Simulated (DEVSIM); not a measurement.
System: Al0.3Ga0.7As/GaAs n-p heterojunction, at 350 K.

| layer (left to right) | material | thickness (μm) | Nd (cm⁻³) | Na (cm⁻³) | τn (s) | τp (s) |
|---|---|---|---|---|---|---|
| 1 | Al0.3Ga0.7As | 0.180 | 5.5e16 | - | 3e-9 | 9e-10 |
| 2 | GaAs | 0.120 | - | 2.1e16 | 3e-9 | 3e-9 |

Left contact: ohmic. Right contact: ohmic. Voltage is applied to the left contact. Recombination: SRH at mid-gap, radiative, Auger. Mobility is μmin + (μ − μmin)/(1 + (N/Nref)^α).

Constants are typed, rounded textbook-type inputs, not results; the design itself was drawn at random and stands for no fabricated device. Values at 300 K; Nc and Nv go as T^1.5, mobilities as T to minus their exponent, the gap by Varshni's rule with the affinity fixed.

| parameter | Al0.3Ga0.7As | GaAs |
|---|---|---|
| gap (eV) | 1.7981 | 1.424 |
| affinity (eV) | 3.833 | 4.07 |
| permittivity | 12.05 | 12.9 |
| Nc (cm⁻³) | 6.96e17 | 4.7e17 |
| Nv (cm⁻³) | 9e18 | 9e18 |
| μn (cm²/Vs) | 3880 | 8500 |
| μp (cm²/Vs) | 197 | 400 |
| μn,min | 500 | 500 |
| μp,min | 20 | 20 |
| Nref,n | 6e16 | 6e16 |
| Nref,p | 1.5e17 | 1.5e17 |
| αn | 0.39 | 0.39 |
| αp | 0.38 | 0.38 |
| T exponent of μn | 2.1 | 2.1 |
| T exponent of μp | 2.2 | 2.2 |
| B (cm³/s) | 2e-10 | 2e-10 |
| Cn (cm⁶/s) | 1e-30 | 1e-30 |
| Cp (cm⁶/s) | 1e-30 | 1e-30 |
| Varshni α (eV/K) | 0.000541 | 0.000541 |
| Varshni β (K) | 204 | 204 |

Simulated with DEVSIM: 1D drift-diffusion, Boltzmann statistics, complete ionisation; no tunnelling, impact ionisation, image-force lowering or self-heating. Band offsets follow the typed affinities; no thermionic-emission limit at abrupt steps, no polarisation charge.

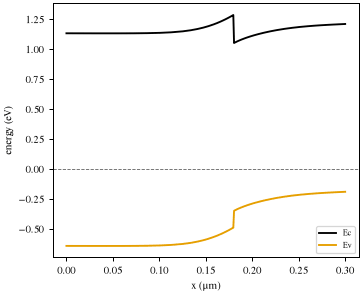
Fig. 1. Band edges at -1.05 V on the left contact

Energies count from the Fermi level of the right contact; mesh points crowd at the junctions.

```json
[
 {"x (μm)": "0.000", "Ec (eV)": "1.133", "Ev (eV)": "-0.642", "n (cm⁻³)": "5.5e16", "p (cm⁻³)": "< 1e2", "field (V/cm)": "-140"},
 {"x (μm)": "0.003312", "Ec (eV)": "1.133", "Ev (eV)": "-0.642", "n (cm⁻³)": "5.5e16", "p (cm⁻³)": "1.7e8", "field (V/cm)": "-140"},
 {"x (μm)": "0.008257", "Ec (eV)": "1.133", "Ev (eV)": "-0.642", "n (cm⁻³)": "5.5e16", "p (cm⁻³)": "4.1e8", "field (V/cm)": "-140"},
 {"x (μm)": "0.01695", "Ec (eV)": "1.133", "Ev (eV)": "-0.642", "n (cm⁻³)": "5.5e16", "p (cm⁻³)": "8.4e8", "field (V/cm)": "-130"},
 {"x (μm)": "0.03577", "Ec (eV)": "1.133", "Ev (eV)": "-0.642", "n (cm⁻³)": "5.5e16", "p (cm⁻³)": "1.8e9", "field (V/cm)": "-69"},
 {"x (μm)": "0.06239", "Ec (eV)": "1.133", "Ev (eV)": "-0.642", "n (cm⁻³)": "5.4e16", "p (cm⁻³)": "3.1e9", "field (V/cm)": "230"},
 {"x (μm)": "0.1004", "Ec (eV)": "1.137", "Ev (eV)": "-0.638", "n (cm⁻³)": "4.6e16", "p (cm⁻³)": "5.7e9", "field (V/cm)": "2600"},
 {"x (μm)": "0.1411", "Ec (eV)": "1.169", "Ev (eV)": "-0.606", "n (cm⁻³)": "1.5e16", "p (cm⁻³)": "2.1e10", "field (V/cm)": "16000"},
 {"x (μm)": "0.1585", "Ec (eV)": "1.208", "Ev (eV)": "-0.567", "n (cm⁻³)": "3.9e15", "p (cm⁻³)": "7.7e10", "field (V/cm)": "29000"},
 {"x (μm)": "0.1683", "Ec (eV)": "1.240", "Ev (eV)": "-0.535", "n (cm⁻³)": "1.2e15", "p (cm⁻³)": "2.2e11", "field (V/cm)": "36000"},
 {"x (μm)": "0.1749", "Ec (eV)": "1.266", "Ev (eV)": "-0.509", "n (cm⁻³)": "3.7e14", "p (cm⁻³)": "5.2e11", "field (V/cm)": "42000"},
 {"x (μm)": "0.1796", "Ec (eV)": "1.286", "Ev (eV)": "-0.489", "n (cm⁻³)": "8.2e13", "p (cm⁻³)": "1.0e12", "field (V/cm)": "46000"},
 {"x (μm)": "0.1827", "Ec (eV)": "1.062", "Ev (eV)": "-0.339", "n (cm⁻³)": "8.6e16", "p (cm⁻³)": "1.5e14", "field (V/cm)": "38000"},
 {"x (μm)": "0.1872", "Ec (eV)": "1.077", "Ev (eV)": "-0.324", "n (cm⁻³)": "5.1e16", "p (cm⁻³)": "2.5e14", "field (V/cm)": "32000"},
 {"x (μm)": "0.1982", "Ec (eV)": "1.108", "Ev (eV)": "-0.293", "n (cm⁻³)": "1.8e16", "p (cm⁻³)": "6.9e14", "field (V/cm)": "24000"},
 {"x (μm)": "0.2129", "Ec (eV)": "1.139", "Ev (eV)": "-0.262", "n (cm⁻³)": "6.5e15", "p (cm⁻³)": "1.9e15", "field (V/cm)": "18000"},
 {"x (μm)": "0.2346", "Ec (eV)": "1.171", "Ev (eV)": "-0.231", "n (cm⁻³)": "2.1e15", "p (cm⁻³)": "5.4e15", "field (V/cm)": "11000"},
 {"x (μm)": "0.2604", "Ec (eV)": "1.193", "Ev (eV)": "-0.208", "n (cm⁻³)": "7.4e14", "p (cm⁻³)": "1.1e16", "field (V/cm)": "6500"},
 {"x (μm)": "0.2806", "Ec (eV)": "1.204", "Ev (eV)": "-0.197", "n (cm⁻³)": "2.9e14", "p (cm⁻³)": "1.6e16", "field (V/cm)": "4300"},
 {"x (μm)": "0.2901", "Ec (eV)": "1.208", "Ev (eV)": "-0.193", "n (cm⁻³)": "1.4e14", "p (cm⁻³)": "1.9e16", "field (V/cm)": "3800"},
 {"x (μm)": "0.2956", "Ec (eV)": "1.210", "Ev (eV)": "-0.191", "n (cm⁻³)": "6.0e13", "p (cm⁻³)": "2.0e16", "field (V/cm)": "3700"},
 {"x (μm)": "0.3000", "Ec (eV)": "1.211", "Ev (eV)": "-0.190", "n (cm⁻³)": "< 1e2", "p (cm⁻³)": "2.1e16", "field (V/cm)": "3700"}
]
```
